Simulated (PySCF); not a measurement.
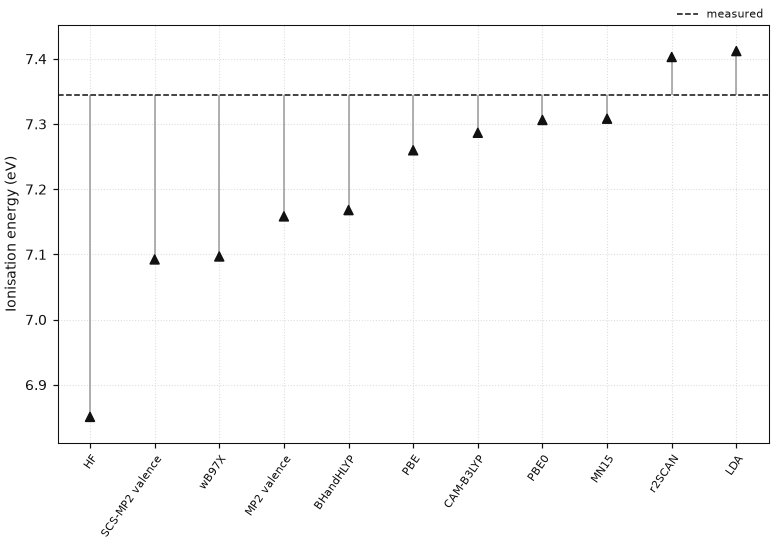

The ionisation energy of neutral tin ([Kr] 4d¹⁰ 5s² 5p² → [Kr] 4d¹⁰ 5s² 5p) across levels of theory. PySCF, aug-cc-pVTZ-PP plus 1 diffuse shell for each l with a 28-electron core potential, unrestricted single determinants, no spin-orbit coupling. Methods marked “valence” freeze 18 core electrons.

### Summarise the spread and list the values.

The values run from 6.851 eV (HF) to 7.412 eV (LDA). The measured value is 7.344 eV; nearest to it come MN15 (−0.036) and PBE0 (−0.038), furthest HF (−0.493 eV).

| Method | Ionisation energy (eV) |
| --- | --- |
| HF | 6.851 |
| LDA | 7.412 |
| PBE | 7.260 |
| PBE0 | 7.306 |
| r2SCAN | 7.403 |
| CAM-B3LYP | 7.287 |
| wB97X | 7.097 |
| BHandHLYP | 7.168 |
| MN15 | 7.308 |
| MP2 valence | 7.158 |
| SCS-MP2 valence | 7.092 |

Caveat: spin-orbit shift not estimated.
